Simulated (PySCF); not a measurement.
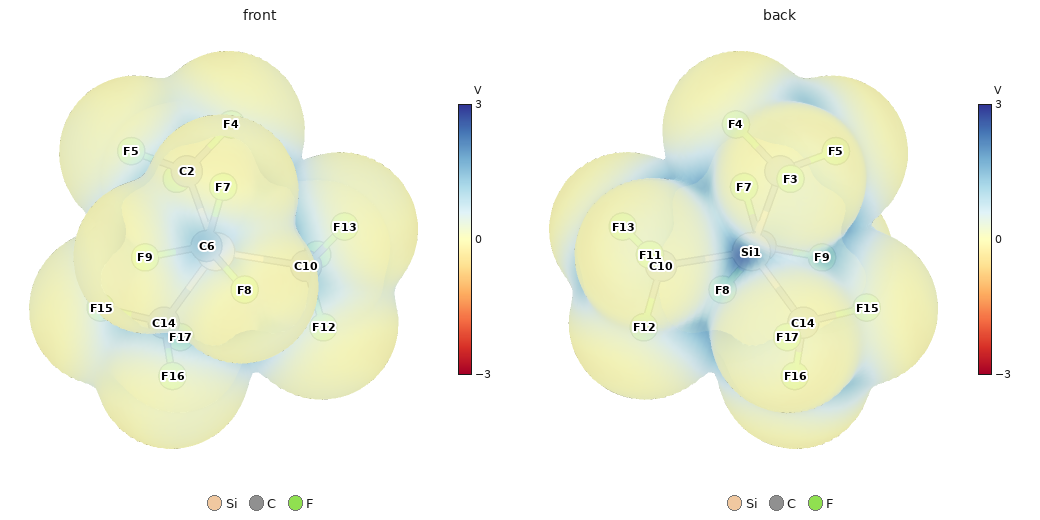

The picture shows: C4F12Si (SMILES FC(F)(F)[Si](C(F)(F)F)(C(F)(F)F)C(F)(F)F). The molecular electrostatic potential painted on the density surface at 0.002 e/bohr³, seen from the front and from behind; red is negative and blue positive.

Geometry: PBE0-D3(BJ)/def2-SVP.

Computed with PySCF 2.14.0, wB97X-D/def2-SVPD, SCF density, gas phase.

Input file:

```
{"job": {"kind": "uv", "xc": "wB97X-D", "basis": "def2-SVPD", "ip": false, "nstates": 10}, "charge": 0, "multiplicity": 1}
Si    -0.005094    -0.003075     0.004412
C      0.009698     0.013624     1.931922
F     -1.196453    -0.284713     2.421368
F      0.358056     1.217410     2.392529
F      0.881109    -0.879060     2.407931
C      1.806046    -0.068890    -0.651469
F      2.604471     0.706065     0.086144
F      1.866787     0.358301    -1.915080
F      2.286798    -1.313557    -0.612766
C     -0.850885     1.601748    -0.647963
F     -1.975925     1.852574     0.025527
F     -1.159684     1.485292    -1.941957
F     -0.042684     2.655900    -0.509220
C     -0.973624    -1.549481    -0.617428
F     -0.595584    -2.645737     0.045173
F     -0.754303    -1.755379    -1.918541
F     -2.287269    -1.391613    -0.440343
```

Run with:

```sh
OMP_NUM_THREADS=2 python probes_run.py task.json out
```

Q: Describe the electrostatic potential map.

A: The most negative region (about −0.1 V) lies over the F atoms, the most positive (about +2.1 V) over Si1.

Q: What dipole moment does the calculation give?

A: Its dipole moment is 0.02 D.
